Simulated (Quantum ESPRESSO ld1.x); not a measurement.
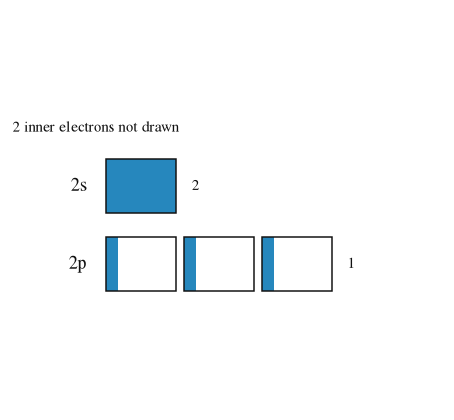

Fig. 1: The outer shells as the input fills them: a box for each of the 2l + 1 orbitals, shaded by the share of the shell that is filled, with the electron count at the right.

**Atomic calculation for B**

- system: the neutral boron atom in the configuration [He] 2s2 2p1.
- method: scalar-relativistic Kohn-Sham, relativistic LDA (MacDonald-Vosko exchange, VWN5 correlation), spin-unpolarised, spherical densities, point nucleus (Quantum ESPRESSO ld1.x 7.5)

### Results in brief

| quantity | value |
| --- | --- |
| outcome | converged |
| total energy | −24.347327 hartree |
| kinetic energy | 24.169374 hartree |
| electron–nucleus energy | −56.501334 hartree |
| Hartree energy | 11.504546 hartree |
| exchange–correlation energy | −3.519913 hartree |
| radius at density 0.001 e/bohr³ | 3.92 bohr |
| SCF iterations | 29 |
| hardware | 1 CPU thread, shared host |
| wall time | 1.4 s |

### The input
```
 &input
    atom='B',
    iswitch=1,
    rel=1,
    dft='RXC-VWN',
    config='[He] 2s2 2p1',
    verbosity='high',
    prefix='ld1',
    max_out_wfc=37,
    file_charge='ld1.rho',
 /
```

### Output
```
     Program LD1 v.7.5 starts

     --------------------------- All-electron run ----------------------------

     scalar relativistic calculation

     atomic number is  5.00
     dft =RXC-VWN   lsd =0 sic =0 latt =0  beta=0.20 tr2=1.0E-14
     Exchange-correlation= RXC-VWN
                           (   3   2   0   0   0   0   0)
     mesh =1777 r(mesh) =  99.34137 a.u. xmin = -8.00 dx = 0.00800
     1 Ry =  13.60569312 eV, c = 137.03599908

     n l     nl                  e(Ry)          e(Ha)          e(eV)
     1 0     1S 1( 2.00)     -13.126079279      -6.563039639   -178.5894066
     2 0     2S 1( 2.00)      -0.689536433      -0.344768216     -9.3816211
     2 1     2P 1( 1.00)      -0.273135127      -0.136567564     -3.7161927

     final scf error:  6.5E-15 reached in  29 iterations

     Etot =     -48.694654 Ry,     -24.347327 Ha,    -662.524513 eV

     Ekin =      48.338749 Ry,      24.169374 Ha,     657.682183 eV
     Encl =    -113.002668 Ry,     -56.501334 Ha,   -1537.479629 eV
     Eh   =      23.009092 Ry,      11.504546 Ha,     313.054645 eV
     Exc  =      -7.039826 Ry,      -3.519913 Ha,     -95.781712 eV

     normalization and overlap integrals

     s(1S/1S) =  1.000000  <r> =   0.3323  <r2> =    0.1501  r(max) =   0.2115
     s(1S/2S) = -0.000075
     s(2S/2S) =  1.000000  <r> =   1.9654  <r2> =    4.6705  r(max) =   1.5137
     s(2P/2P) =  1.000000  <r> =   2.2886  <r2> =    6.7997  r(max) =   1.5629

     ------------------------ End of All-electron run ------------------------
```

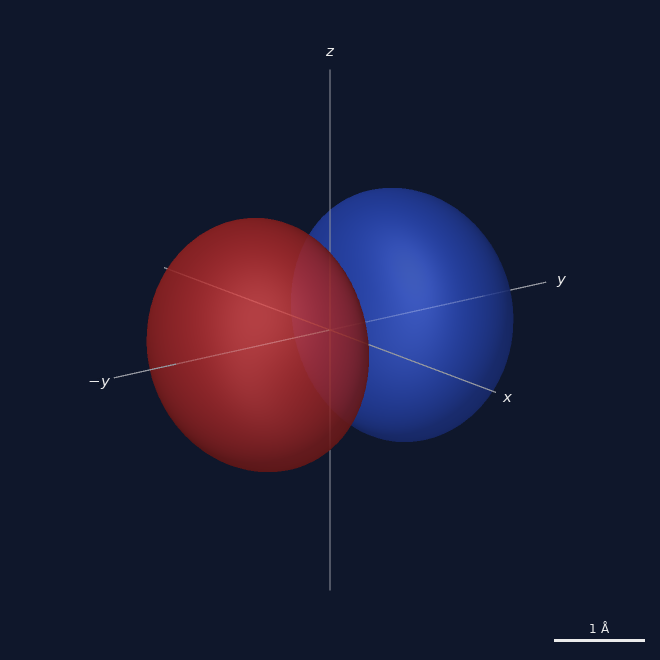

Fig. 2: One occupied orbital is shown. The surface of constant |ψ| that holds about 85 % of the electron is drawn, blue where ψ is positive and red where it is negative. The radial function comes from the spherical calculation and is multiplied by a real spherical harmonic; the overall sign is chosen so that the largest lobe of P(r) is positive; at the scalar-relativistic level it is the large component. It is 2p(y). It has the nodal plane xz and no radial node. The maximum of P² lies at 1.56 bohr, ⟨r⟩ = 2.29 bohr, 90 % of the charge lies within 3.94 bohr, and the eigenvalue is −3.72 eV, with 1 electron in the shell.

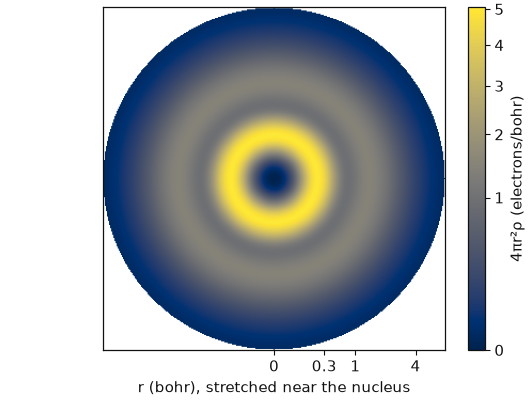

Fig. 3: The radial density 4πr²ρ as a disc about the nucleus, with the radius drawn as r to the power 0.4. There are 2 maxima, at r = 0.210 and 1.51 bohr, parted by a minimum at 0.811 bohr, inside which lie 2.1 electrons.

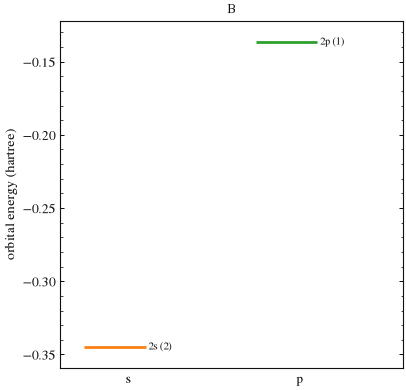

Fig. 4: The outer levels are drawn by angular momentum (occupations in brackets). The highest occupied level is 2p at −0.137 hartree. From the top down the occupied levels run 2p (−0.137 hartree), 2s (−0.345 hartree).

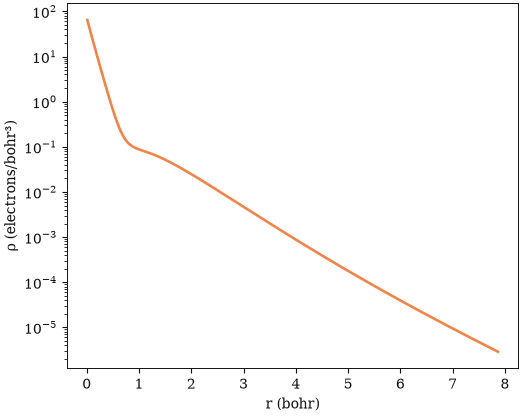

Fig. 5: The electron density ρ(r) on a logarithmic scale. The density falls from 64 electrons/bohr³ at the inner end (r = 0.010 bohr) to 0.001 at r = 3.92 bohr, a common measure of the size of an atom or ion. The steps in the slope mark the shells; the radial density has its minima at 0.81 bohr.
